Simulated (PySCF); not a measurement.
Vertical excitations of a molecule C3H11ClSi2 from PySCF with TDA-PBE/def2-SVPD, as energy in eV (oscillator strength): 5.63 (0.016), 6.09 (0.004), 6.15 (0.019), 6.52 (0.011), 6.62 (0.016), 6.84 (0.036). Lowest triplet (TDA): 5.07 eV. The structure is a stationary point at B3LYP-D3(BJ)/def2-SVP. The values are those of a single conformer.

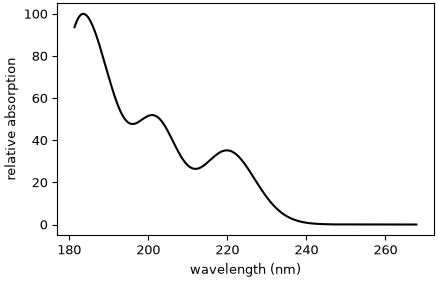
The lines broadened by 0.4 eV.

Problem. Which structure fits?
A. [SiH3]CC(Cl)C[SiH3]
B. C[Si](C)(C)[SiH2]Cl
C. CC(C)[Si@H]([SiH3])Cl
D. CC[Si@H](Cl)[SiH2]C

Solution. D, CC[Si@H](Cl)[SiH2]C
